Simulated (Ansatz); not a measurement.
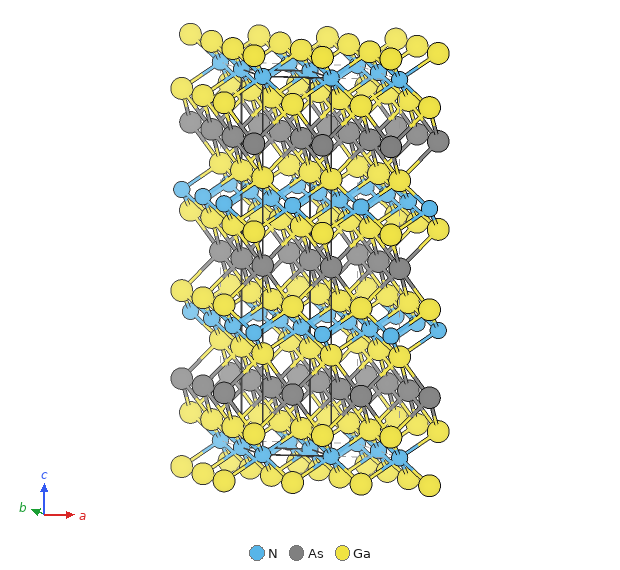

Ga2AsN (space group R-3m, No. 166): the input geometry of an electronic-structure calculation (not necessarily at equilibrium); the starting structure was generated, so it need not be a known form of this composition.

Bonds are taken as As–Ga below 2.9 Å and Ga–N below 2.5 Å. Atoms with one bond or none are removed and atoms with two bonds are replaced by edges, until no such atom is left.

### What kind of net remains, and which atoms are its nodes?

A uninodal 6-connected, three-periodic net: N, As and Ga are 6-connected nodes.

### Which named net is it?

It is the pcu net, known from NaCl, ReO3 and the B-X framework of perovskite.

### Is the net interpenetrated?

It is a single net, without interpenetration.

### Give the first six terms of the coordination sequence (nodes one, two, three … edges away).

N, As and Ga: 6, 18, 38, 66, 102, 146.
